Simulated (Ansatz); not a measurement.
The starting structures come from a database of crystals and need not be the phases stable at ambient conditions.

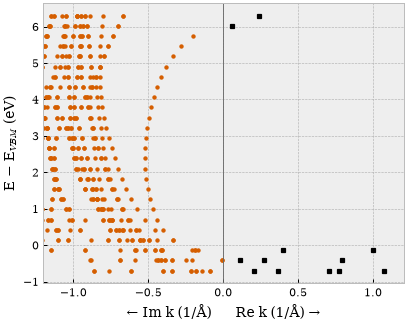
Fig. 1. Complex bands at the centre of the two-dimensional zone; r2SCAN (Ansatz, an electronic-structure program)

The gap is the functional's own, uncorrected, and κ follows it; spin-orbit coupling is left out. Mid-gap values are interpolated between the computed energies.

Problem. This is SnH8(NF3)2 (P-3m1, not sure to be the ambient phase, 17 atoms a cell, 9.1 Å³ an atom, -3 GPa at this level) along the normal of (111). Read off the slowest decay at the centre of the two-dimensional zone at 2.94 eV, the computed energy nearest the middle of the gap.

Solution. κ ≈ 0.51 1/Å, a decay length 1/(2κ) of the density of 0.97 Å.
